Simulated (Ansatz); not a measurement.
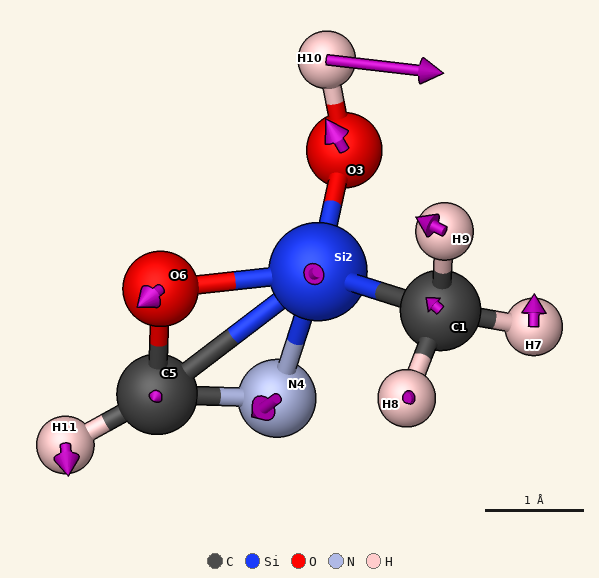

A relaxation of C$_{2}$H$_{5}$NO$_{2}$Si (coarse preliminary run). The starting structure is drawn; purple arrows show the displacements, 2 times their true length. The two geometries are superimposed by the best rigid fit.

Style: ball-and-stick. Shown at a tilt.

The start comes from a force field.

Method: RKS PBE-D4/def2-SVP (Ansatz 0.2.0). Settings: force threshold 0.03 eV/Å; at most 200 steps.

Which element moves most?

Hydrogen: up to 0.63 Å, against 0.25 Å for nitrogen.

Describe the change and its energy.

The energy falls by 1.266 eV in 10 accepted moves (11 points after the start). The largest force component goes from 6.1 to 0.026 eV/Å. The line search rejected the trial step at point 6 of the run. The largest move after the best rigid fit is that of H10, 0.63 Å. By element the largest moves are H 0.63 Å, N 0.25 Å, O 0.20 Å, Si 0.14 Å, C 0.10 Å. Near-neighbour distances that change, for instance: Si2–O6 1.647 → 1.784 Å, Si2–N4 1.673 → 1.785 Å, C1–H7 1.043 → 1.109 Å, Si2–C5 2.137 → 2.079 Å. Among the angles between lasting bonds that change: N4–C5–O6 101.9° → 116.4°, N4–C5–H11 139.8° → 127.5°, C1–Si2–O6 121.1° → 111.8°. Groups turn about Si2–O3 by about 50°.
